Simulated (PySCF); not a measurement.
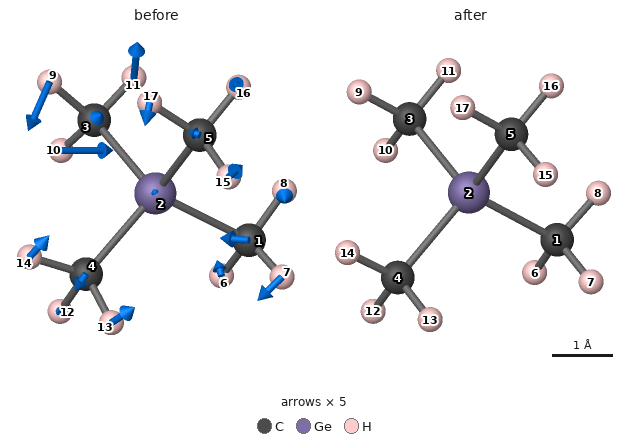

The structure of C₄H₁₂Ge before (left) and after (right) a relaxation, at one scale. The blue arrows give the displacements, magnified 5 times.

The picture is a ball-and-stick view, seen at a tilt.

The start comes from GFN2-xTB. Its atoms were then displaced at random by about 0.03 Å.

All numbers below come from PySCF, PBE0-D3(BJ)/def2-SVP geometry optimisation, gas phase. 

**Summarise the run.**

The atom that moves furthest after the best rigid fit is H10 (0.22 Å). By element the largest moves are H 0.22 Å, C 0.11 Å, Ge 0.02 Å. Among the contacts that change: C1–H7 1.012 → 1.101 Å, C3–H10 1.024 → 1.101 Å, C1–H6 1.177 → 1.101 Å, Ge2–C4 1.894 → 1.957 Å. Among the angles between lasting bonds that change: H12–C4–H13 97.1° → 108.2°, H12–C4–H14 99.1° → 108.2°, Ge2–C4–H14 119.6° → 110.9°. Over 10 geometry steps the energy falls by 0.841 eV.
